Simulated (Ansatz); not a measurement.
| atom | x (Å) | y (Å) | z (Å) |
| --- | --- | --- | --- |
| Si | -0.4024 | 0.5930 | 0.6098 |
| H | 1.9498 | -1.2573 | -2.2009 |
| C | -0.0713 | -1.1689 | 1.1578 |
| C | -1.2951 | 0.6679 | -1.0348 |
| H | -1.1899 | 1.2937 | 1.6609 |
| H | 2.0517 | -0.6776 | -1.7270 |
| S | 1.4668 | 1.6567 | 0.2984 |
| H | 0.4886 | -1.1908 | 2.0976 |
| H | -1.0159 | -1.7011 | 1.3159 |
| H | 0.5080 | -1.7054 | 0.4012 |
| H | -2.2673 | 0.1697 | -0.9598 |
| H | -1.4648 | 1.7035 | -1.3429 |
| H | -0.7119 | 0.1664 | -1.8127 |
| H | 1.9539 | 1.4504 | 1.5365 |

Theory: Ansatz 0.2.0, RKS BHLYP-D4/cc-pVDZ.

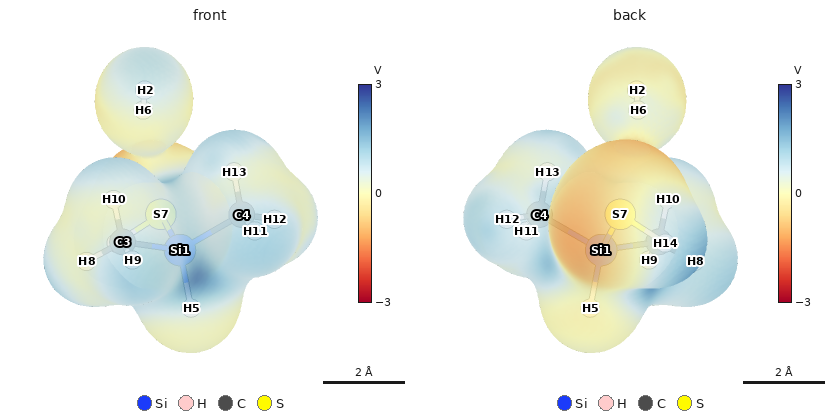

C2H8SSi···H2. The molecular electrostatic potential painted on the density surface at 0.004 e/bohr³, seen from the front and from behind; the colour scale runs from red (negative) to blue (positive).

Q: Where is the surface potential most negative and most positive?

A: The most negative region (about −1.1 V, or −25 kcal/mol for a unit charge) lies over S7, the most positive (about +1.9 V, or +44 kcal/mol for a unit charge) over Si1.
